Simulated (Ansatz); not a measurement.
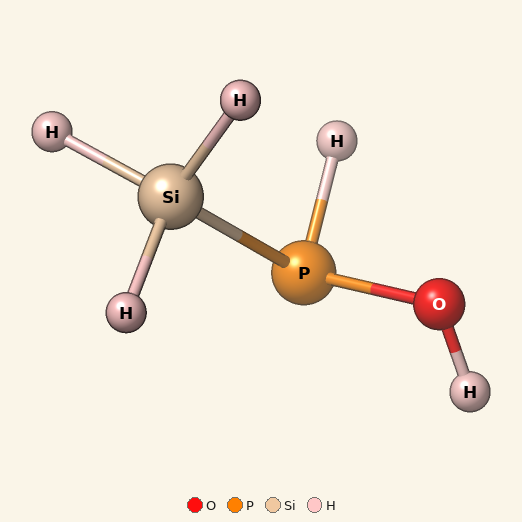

Orthographic view. Distant atoms are faded towards the background colour. The computed structure is the end point of a PBE-D4/def2-SVP optimisation. No frequency run is at hand to confirm it as a minimum.

> Write the InChI string.

InChI=1S/H5OPSi/c1-2-3/h1-2H,3H3/t2-/m0/s1
